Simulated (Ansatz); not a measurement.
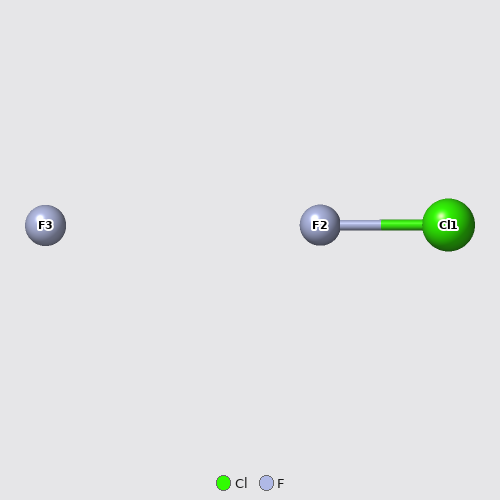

The system is Cl⁻ + F₂; the picture shows the reference structure. Coordinates scanned: (1) distance Cl1–F2; (2) distance F2–F3. Nothing is relaxed (the angle Cl1–F2–F3 is fixed at 180 degrees). Grid: 17 × 17 points. Points are written as (first, second). Energies are in eV, from Cl with charge -1 far from the relaxed FF (each part in its own basis). The reference is spin-restricted, so regions where a bond is pulled apart into radicals lie too high. All numbers below come from RHF/def2-TZVPD in Ansatz.

Its coordinates:

```yaml
atoms:
  - { symbol: Cl, position_ang: [-1.5680, 0.0000, 0.0000] }
  - { symbol: F, position_ang: [0.0000, 0.0000, 0.0000] }
  - { symbol: F, position_ang: [3.3600, 0.0000, 0.0000] }
```

Range: distance Cl1–F2 from 1.296 to 3.696 Å; distance F2–F3 from 0.960 to 3.360 Å.

Question: Predict the map.

Answer: The lowest grid point is at (1.568 Å, 3.360 Å), −0.6 eV from Cl with charge -1 far from the relaxed FF (each part in its own basis). It lies in a valley that leaves the map towards separated partners. Other grid points that lie below all their neighbours: (3.314 Å, 1.356 Å) (0.5 eV higher). The highest grid point, (1.296 Å, 0.960 Å), lies 29.8 eV above the lowest. On the interpolated surface the lowest path from the side where the first distance is long, about (3.49 Å, 1.33 Å), to the side where the second distance is long, (1.568 Å, 3.360 Å), has its top at about (2.02 Å, 1.63 Å), about 0.93 eV above the start and 1.4 eV above the end.

```
distance F2–F3 ↓, distance Cl1–F2 →  1.361  1.568  1.825  2.115  2.432  2.771  3.128  3.503
                              3.360    0.7   −0.6    0.2    1.9    3.6    4.8    5.7    6.2
                              2.978    0.7   −0.6    0.2    1.9    3.5    4.6    5.4    5.9
                              2.611    0.7   −0.5    0.2    1.8    3.3    4.3    5.0    5.5
                              2.263    0.9   −0.4    0.3    1.6    2.8    3.7    4.3    4.6
                              1.935    1.5    0.1    0.4    1.3    2.1    2.7    3.0    3.3
                              1.631    3.5    1.6    1.0    0.9    1.0    1.1    1.2    1.3
                              1.356    8.9    5.1    2.3    0.8    0.2    0.0    0.0    0.0
                              1.121   18.0   10.8    5.8    3.4    2.4    2.0    1.9    1.9
                              0.960   26.7   18.9   13.4   10.6    9.5    9.1    9.0    8.9
```

The table holds every second grid line.

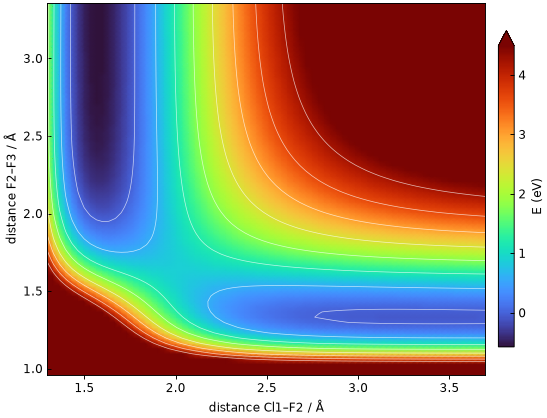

In the figure: a smooth colour map with a few white contour lines, one colour for all values above the top of the scale. Between grid points the surface is interpolated.

The whole map (289 points run) took 8 min on 1 thread of Intel(R) Xeon(R) 6975P-C (Granite Rapids) (shared host).
